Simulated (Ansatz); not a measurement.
Si4H10O and related structures: several calculations on one system

Part 1: Relaxation

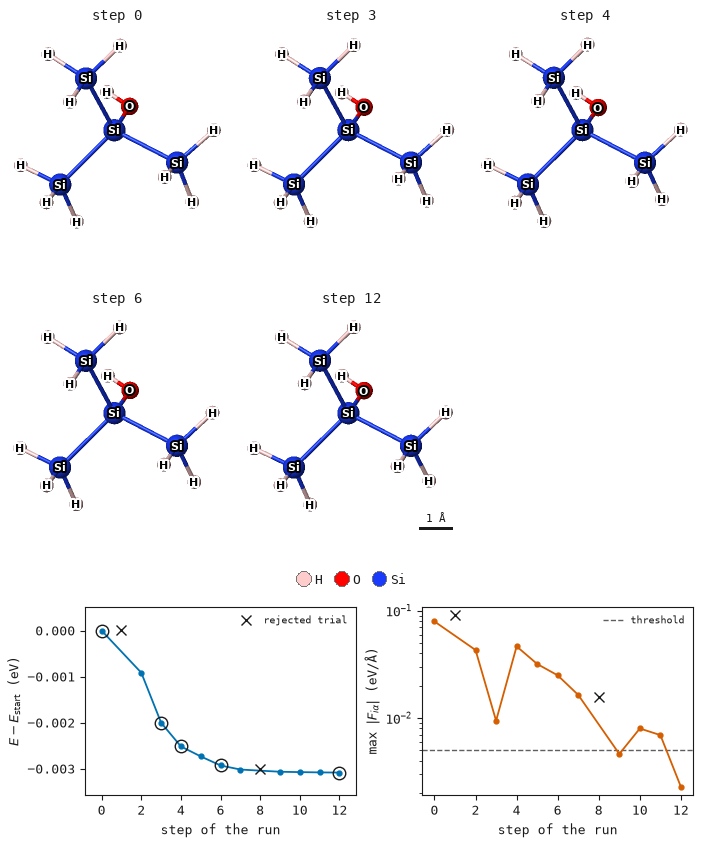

Frames of a relaxation of Si4H10O, marked on the history of the run. A ball-and-stick model, seen at a tilt.

It is one of the separated reactants of a reaction.

The calculation used RKS PBE0-D4/def2-TZVP (Ansatz 0.2.0).

Input
```yaml
crystal:
  periodic: [false, false, false]
  atoms:
    - {symbol: H, position_ang: [-0.328485, -0.562425, -2.145491]}
    - {symbol: O, position_ang: [-0.296969, -0.790248, -1.214352]}
    - {symbol: Si, position_ang: [0.719736, 0.117225, -0.249240]}
    - {symbol: Si, position_ang: [0.168094, 2.399910, -0.284384]}
    - {symbol: Si, position_ang: [0.534786, -0.690220, 1.939586]}
    - {symbol: Si, position_ang: [2.959641, -0.084601, -0.927578]}
    - {symbol: H, position_ang: [0.212159, 2.923039, -1.679589]}
    - {symbol: H, position_ang: [-1.191738, 2.647993, 0.265899]}
    - {symbol: H, position_ang: [1.163139, 3.150347, 0.530226]}
    - {symbol: H, position_ang: [-0.779478, -0.360629, 2.551490]}
    - {symbol: H, position_ang: [1.607094, -0.030472, 2.735777]}
    - {symbol: H, position_ang: [0.740761, -2.162469, 1.983059]}
    - {symbol: H, position_ang: [3.454555, -1.479746, -0.774072]}
    - {symbol: H, position_ang: [3.104974, 0.307595, -2.358253]}
    - {symbol: H, position_ang: [3.805754, 0.820308, -0.102477]}
basis:
  gaussian: {orbitals: def2-TZVP}
hamiltonian: {xc: pbe0, dispersion: d4}
relax: {f_tol: 0.005, max_steps: 200}
```

Command:
```bash
ansatz run in.yaml --threads 4 --pin off --events-out ev --progress --plain --max-ram 63488MiB --backend cuda --devices 0, --max-vram 37GiB
```

### Describe the path.

Over 10 accepted moves (12 points after the start) the energy falls by 0.003 eV. The largest force component goes from 0.079 to 0.0023 eV/Å. The line search rejected the trial steps at points 1, 8 of the run. The forces were under the threshold at step 9, but the run went on from there. H11 moves most after the best rigid fit: 0.21 Å. By element the largest moves are H 0.21 Å, O 0.04 Å, Si 0.03 Å. From step 0 to 3: H10 moves most (0.06 Å), energy −0.002 eV. From step 3 to 4: H11 moves most (0.08 Å), energy −0.001 eV. From step 4 to 6: H atoms move most (0.02 Å), energy 0.000 eV. From step 6 to 12: H11 moves most (0.06 Å), energy 0.000 eV.

```csv
step,"E − E(0), eV","largest force component, eV/Å",note
0,0.0000,0.0794,
1,0.0000,0.0908,rejected
2,-0.0009,0.0430,
3,-0.0020,0.0094,
4,-0.0025,0.0465,
5,-0.0027,0.0319,
6,-0.0029,0.0250,
7,-0.0030,0.0164,
8,-0.0030,0.0158,rejected
9,-0.0031,0.0046,
10,-0.0031,0.0080,
11,-0.0031,0.0069,
12,-0.0031,0.0023,
```

Part 2: Relaxation

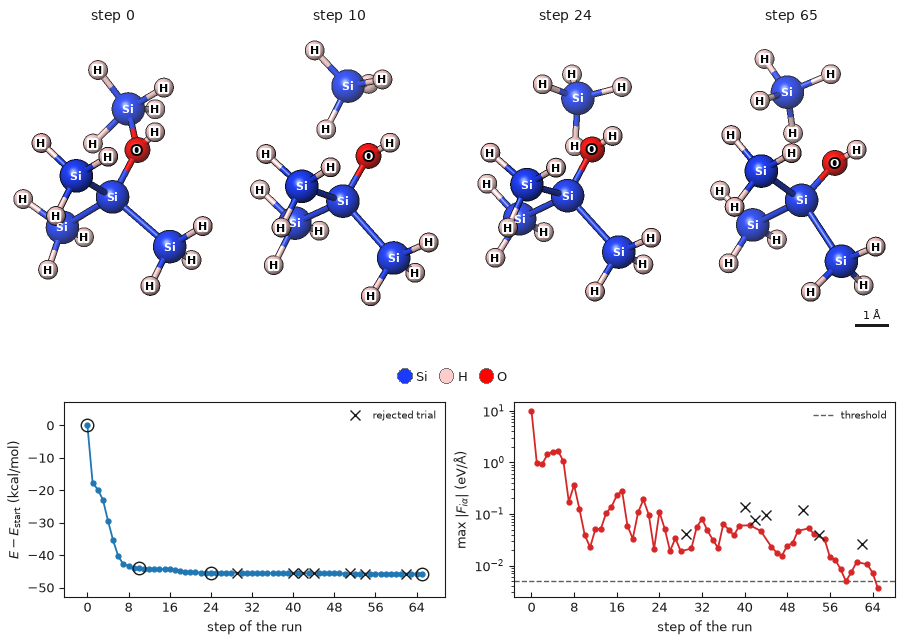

Frames of a relaxation of Si5H14O (started from a transition state, displaced along its imaginary mode), marked on the history of the run. A ball-and-stick model, seen from a free direction.

All numbers below come from RKS PBE0-D4/def2-TZVP in Ansatz 0.2.0. (force threshold 0.005 eV/Å; at most 200 steps)

What happens along the run?

Answer. Over 58 accepted moves (65 points after the start) the energy falls by 45.7 kcal/mol. The largest force component goes from 10 to 0.0036 eV/Å. The line search rejected the trial steps at points 29, 40, 42, 44, 51, 54, 62 of the run. The forces were under the threshold at step 59, but the run went on from there. The largest move after the best rigid fit is that of an H atom, 2.58 Å. By element the largest moves are H 2.58 Å, Si 0.82 Å, O 0.71 Å. Some distances before and after: H–Si 2.076 → 3.583 Å, O–Si 1.911 → 3.122 Å, H–O 0.838 → 0.959 Å, O–Si 1.758 → 1.670 Å. Bonds break, among them: O–Si (1.91 → 3.12 Å). Bond angles that change, for instance: H–Si–H 156.9° → 110.5°, H–Si–H 90.5° → 110.2°, H–Si–H 96.0° → 108.6°. The run took about 110 s of wall time on a shared GPU. From step 0 to 10: an H atom moves most (1.37 Å), energy −44.1 kcal/mol. From step 10 to 24: an H atom moves most (1.39 Å), energy −1.33 kcal/mol. From step 24 to 65: an H atom moves most (1.34 Å), energy −0.28 kcal/mol.

Part 3: Reaction

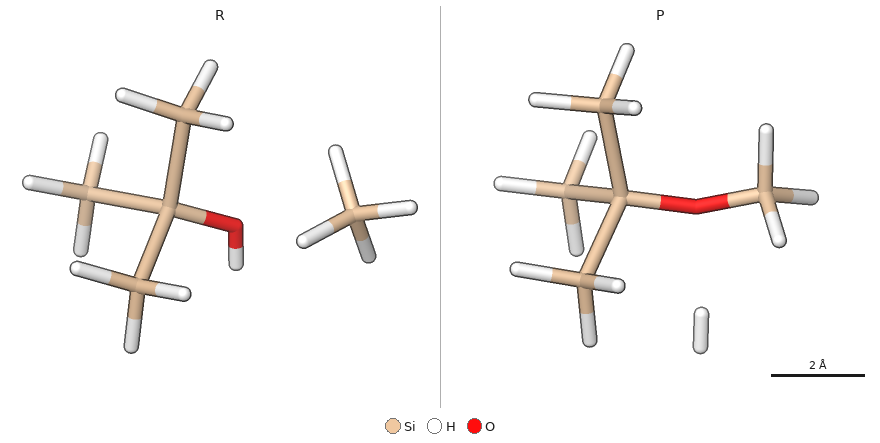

Reactant (R) and product (P) of one elementary step of Si5H14O. The picture is a stick view, seen face on.

Stationary points at PBE0-D4/def2-TZVP, single-point energies with CCSD(T)/CBS (def2-TZVPP where no basis is named; Ansatz 0.2.0). The energies are electronic, without zero-point or thermal terms, and both ends are the relaxed geometries reached downhill from the saddle, with any fragments still in contact. CCSD(T)/CBS stands for a frozen-core estimate: MP2 correlation extrapolated from def2-TZVPP and def2-QZVPP, CCSD(T) minus MP2 from the smaller set.

> Predict the saddle point between them and the barrier.

Counted by bonded pieces, R holds SiH₄ + Si₄H₁₀O and P holds H₂ + Si₅H₁₂O. From R over the saddle to P, bonds form: O–Si (3.12 → 1.84 → 1.64 Å), H–H (3.09 → 1.19 → 0.75 Å). Bonds break: H–Si (1.48 → 1.72 → 4.27 Å), H–O (0.96 → 1.09 → 2.72 Å). The saddle has one imaginary mode, 1160i cm⁻¹. With CCSD(T)/CBS the barrier is 37.9 kcal/mol from R and 56.4 kcal/mol from P, and P lies 18.5 kcal/mol below R.

The saddle point in the same view, with dashed sticks for the bonds that form or break:

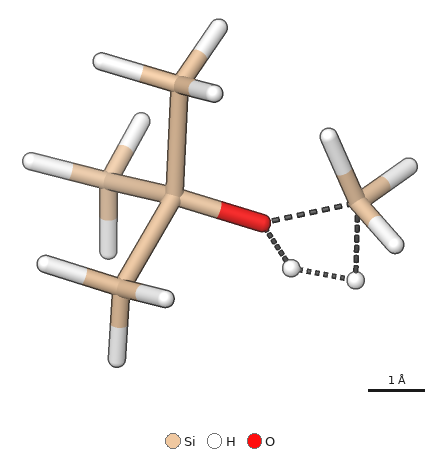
